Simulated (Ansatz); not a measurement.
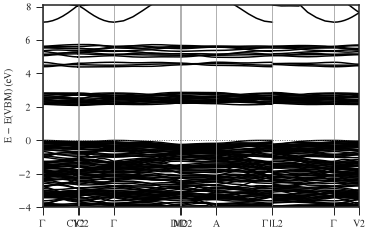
Fig. 1. Band structure from the program Ansatz at the LDA level (PAW)

The gap is 2.10 eV; an edge lies off the plotted path or next to a special point (maximum off the standard path, minimum at Y2).

The material is NbCl$_{5}$ in space group C2/m (No. 12; Pearson symbol mS72).

The first step of the workflow began from a Materials Project structure, measured or hypothetical; the Crystallography Open Database files this formula in space group No. 12, but the cells were not matched. Whether it is the stable phase at ambient conditions was not checked. The cell was relaxed with LDA under the symmetry of its start; its stability against distortions is not shown here. No spin polarisation was allowed. A crystal of weakly bound molecules computed without a dispersion correction: the cell and the soft elastic constants depend strongly on that. Spin–orbit coupling is left out wherever it is not named.

Potentials: the later of the program's two PAW sets.
